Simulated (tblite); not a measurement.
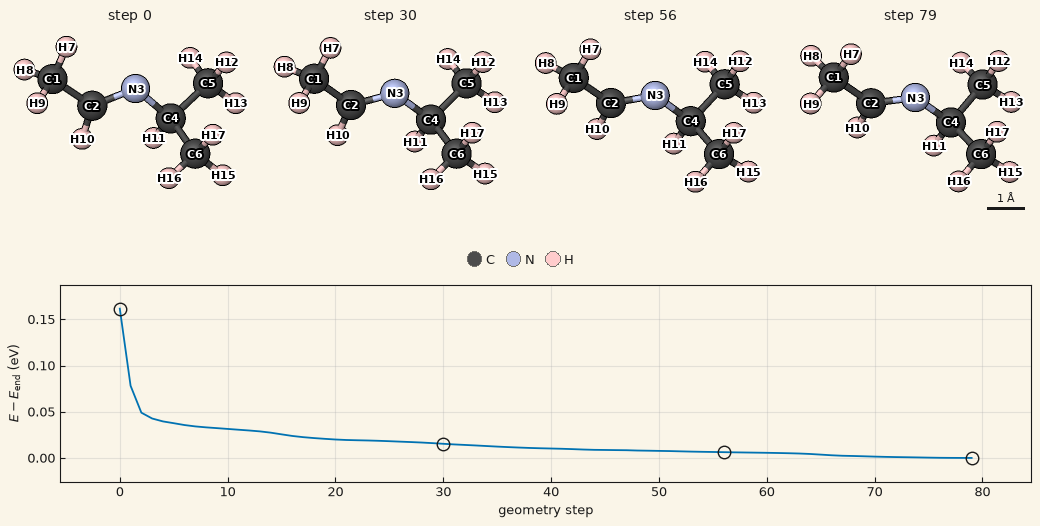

Frames of a relaxation of C5H11N, marked on the history of the run. The picture is a ball-and-stick view, seen at a tilt.

The calculation used GFN2-xTB geometry optimisation, gas phase (tblite). 

> Describe the path.

The atom that moves furthest after the best rigid fit is H10 (0.50 Å). Largest moves by element: H 0.50 Å, N 0.27 Å, C 0.18 Å. Some distances before and after: N3–C4 1.483 → 1.436 Å, C2–N3 1.286 → 1.252 Å, C1–C2 1.513 → 1.487 Å, C2–H10 1.090 → 1.104 Å. Bond angles that change, for instance: C2–N3–C4 113.6° → 120.9°, C4–C5–H12 111.7° → 109.5°, C1–C2–N3 119.4° → 121.6°. Groups turn about N3–C4 by about 25°. After 79 geometry steps the energy has fallen by 0.162 eV. From step 0 to 30: H10 moves most (0.24 Å), energy −0.146 eV. From step 30 to 56: H10 moves most (0.22 Å), energy −0.009 eV. From step 56 to 79: H atoms move most (0.25 Å), energy −0.006 eV.

```
step  E − E(0), eV
   0        0.0000
   1       -0.0834
   2       -0.1126
   3       -0.1189
   4       -0.1220
   5       -0.1239
   6       -0.1259
   7       -0.1274
   8       -0.1285
   9       -0.1293
  10       -0.1301
  14       -0.1342
  17       -0.1390
  21       -0.1421
  25       -0.1434
  28       -0.1449
  32       -0.1475
  35       -0.1493
  39       -0.1511
  43       -0.1524
  46       -0.1531
  50       -0.1539
  54       -0.1549
  57       -0.1555
  61       -0.1562
  64       -0.1572
  68       -0.1594
  72       -0.1606
  75       -0.1612
  79       -0.1615
```
